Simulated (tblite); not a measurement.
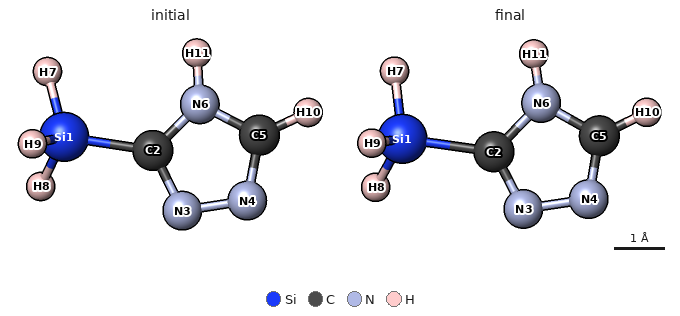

The structure of C2H5N3Si before (left) and after (right) a relaxation, at one scale.

Style: ball-and-stick. Shown face on.

Method: GFN2-xTB geometry optimisation, gas phase (tblite). 

Summarise the run.

Answer. The energy falls by 0.257 eV in 34 geometry steps. The largest move after the best rigid fit is that of H7, 0.14 Å. Largest moves by element: H 0.14 Å, Si 0.06 Å, N 0.05 Å, C 0.03 Å. Near-neighbour distances that change, for instance: Si1–C2 1.819 → 1.875 Å, C2–N3 1.362 → 1.306 Å, N4–C5 1.346 → 1.298 Å, C2–N6 1.330 → 1.371 Å. Among the angles between lasting bonds that change: C2–Si1–H7 113.2° → 105.5°, C5–N6–H11 121.0° → 128.2°, H7–Si1–H8 106.9° → 111.0°.
